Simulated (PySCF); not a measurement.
**Si2NH6F (SMILES F[SiH2]N[SiH3]): levels of theory compared**

Aim: a comparison of 6 runs (BHLYP/cc-pVDZ, BLYP/cc-pVDZ, CAM-B3LYP/cc-pVDZ, PBE/cc-pVDZ, SVWN5/cc-pVDZ, CCSD(T)/cc-pVDZ) of Si2NH6F. Input form: a Python script.

The calculation is run with PySCF 2.14.0.

### 1 The system as given

The species is Si2NH6F (10 atoms), meant as a singlet with charge 0. As SMILES, `F[SiH2]N[SiH3]`. The coordinates come from a PBE0-D4/def2-TZVP relaxation. This is one conformer, not always the lowest.

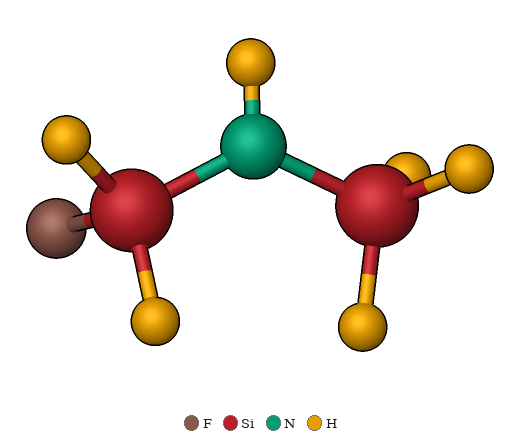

Viewed from a chosen angle; fluorine brown, silicon red, nitrogen teal, hydrogen amber.

### 2 The energy at BHLYP/cc-pVDZ (run 1)

Input file calc.py:

```python
from pyscf import gto, dft

molecule = gto.M(
    atom='''
F       -1.561500       0.994300      -1.776700
Si      -0.375000       1.301800      -0.745900
N        0.514800      -0.094800      -0.335900
Si       0.194800      -1.236100       0.928700
H        0.517200       2.267200      -1.426700
H       -1.010100       1.839400       0.475900
H        1.264300      -0.336200      -0.970000
H        1.391500      -1.422100       1.791600
H       -0.186300      -2.569800       0.392000
H       -0.924400      -0.683300       1.730300
''',
    spin=0,
    basis='cc-pvdz',
    verbose=3,
    max_memory=1860,
)

myscf = dft.RKS(molecule, xc='bhandhlyp')
myscf.grids.level = 5
myscf.conv_tol = 1e-10
myscf.kernel()
if not myscf.converged:
    myscf = myscf.newton().run(myscf.mo_coeff, myscf.mo_occ)

e_final = myscf.e_tot
print('Final energy', e_final)
```

Run with:

```bash
$ OMP_NUM_THREADS=1 python calc.py
```

The log of the run:

```text
converged SCF energy = -737.208485677502
Final energy -737.2084856775022
```

Run time: 20 s. Hardware: 1 thread of Intel Xeon at 2.70GHz, shared host; peak memory 0.48 GiB.

### 3 The energy at BLYP/cc-pVDZ (run 2)

Input file job.py:

```python
from pyscf import gto, dft

mol = gto.M(
    atom=[
    ('F', (-1.561500, 0.994300, -1.776700)),
    ('Si', (-0.375000, 1.301800, -0.745900)),
    ('N', (0.514800, -0.094800, -0.335900)),
    ('Si', (0.194800, -1.236100, 0.928700)),
    ('H', (0.517200, 2.267200, -1.426700)),
    ('H', (-1.010100, 1.839400, 0.475900)),
    ('H', (1.264300, -0.336200, -0.970000)),
    ('H', (1.391500, -1.422100, 1.791600)),
    ('H', (-0.186300, -2.569800, 0.392000)),
    ('H', (-0.924400, -0.683300, 1.730300)),
],
    charge=0,
    verbose=3,
    max_memory=1860,
    basis='cc-pvdz',
)

ks = dft.RKS(mol)
ks.xc = 'blyp'
ks.grids.level = 5
ks.conv_tol = 1e-10
ks.kernel()
if not ks.converged:
    ks = ks.newton().run(ks.mo_coeff, ks.mo_occ)

e_final = ks.e_tot
print(f'total energy: {e_final:.8f} hartree')
```

Run with:

```bash
$ OMP_NUM_THREADS=1 python job.py
```

The log of the run:

```text
converged SCF energy = -737.215228776657
total energy: -737.21522878 hartree
```

Run time: 23 s. Hardware: 1 thread of Intel Xeon at 2.70GHz, shared host; peak memory 0.48 GiB.

Runs 3 to 5 aren't shown in full; the table further down has their settings and results.

### 4 A single-point energy at CCSD(T)/cc-pVDZ (run 6)

Input file input.py:

```python
from pyscf import gto, cc

mol = gto.M(
    atom='''
F     -2.950807     1.878955    -3.357476
Si    -0.708647     2.460045    -1.409547
N      0.972831    -0.179146    -0.634759
Si     0.368119    -2.335890     1.754989
H      0.977366     4.284387    -2.696072
H     -1.908812     3.475962     0.899321
H      2.389181    -0.635326    -1.833034
H      2.629554    -2.687380     3.385633
H     -0.352056    -4.856218     0.740773
H     -1.746863    -1.291250     3.269793
''',
    verbose=3,
    basis='cc-pvdz',
    unit='bohr',
    max_memory=1860,
)

calc0 = mol.RHF()
calc0.conv_tol = 1e-10
calc0.kernel()
if not calc0.converged:
    calc0 = calc0.newton().run(calc0.mo_coeff, calc0.mo_occ)

mycc = cc.CCSD(calc0, frozen=12)
mycc.kernel()
e_t = mycc.ccsd_t()
e_tot = mycc.e_tot + e_t
print('E(%s) = %.9f' % ('CCSD(T)', e_tot))
```

Run with:

```bash
$ OMP_NUM_THREADS=1 python input.py
```

The log of the run:

```text
converged SCF energy = -735.349448526812
E(CCSD) = -735.9543244072414  E_corr = -0.6048758804290617
CCSD(T) correction = -0.0127217571465894
E(CCSD(T)) = -735.967046164
```

Run time: 27 s. Hardware: 1 thread of Intel Xeon at 2.70GHz, shared host; peak memory 0.5 GiB.

### 5 All runs side by side

| run | level | integration grid | frozen core orbitals | energy (Eh) | dipole moment (D) of the reference | HOMO energy (eV) | LUMO energy (eV) | wall time |
| --- | --- | --- | --- | --- | --- | --- | --- | --- |
| 1 | BHLYP/cc-pVDZ | 5 | – | -737.208486 | 1.86 | -9.21 | 1.45 | 20 s |
| 2 | BLYP/cc-pVDZ | 5 | – | -737.215229 | 1.67 | -6.34 | -0.18 | 23 s |
| 3 | CAM-B3LYP/cc-pVDZ | 5 | – | -737.232175 | 1.78 | -9.27 | 1.60 | 31 s |
| 4 | PBE/cc-pVDZ | 5 | – | -736.789899 | 1.68 | -6.51 | -0.34 | 24 s |
| 5 | SVWN5/cc-pVDZ | 5 | – | -733.818661 | 1.73 | -6.60 | -0.57 | 14 s |
| 6 | CCSD(T)/cc-pVDZ | – | 12 | -735.967046 | 1.97 | -11.36 | 3.81 | 27 s |

### 6 Results

| quantity | value |
| --- | --- |
| run 6: total energy | -735.96705 Eh |
| run 6: dipole moment (Hartree–Fock density) | 1.97 D |
| run 6: HOMO energy (Hartree–Fock orbitals) | -11.36 eV |
| run 6: LUMO energy (Hartree–Fock orbitals) | 3.81 eV |
| run 6: HOMO–LUMO gap (Hartree–Fock orbitals) | 15.16 eV |
| run 6: correlation energy (12 core orbitals frozen) | -617.6 mEh |
| run 6: (T) correction | -12.72 mEh |
| run 6: T1 diagnostic | 0.012 |

Over runs 1, 2, 3, 4, 5 the dipole moment (its size) runs from 1.67 D (BLYP/cc-pVDZ) to 1.86 D (BHLYP/cc-pVDZ). Over runs 1, 2, 3, 4, 5 the HOMO–LUMO gap runs from 6.03 eV (SVWN5/cc-pVDZ) to 10.87 eV (CAM-B3LYP/cc-pVDZ). Totals of different functionals can't be ranked against each other. All runs together took 2.3 min, the longest 31 s.
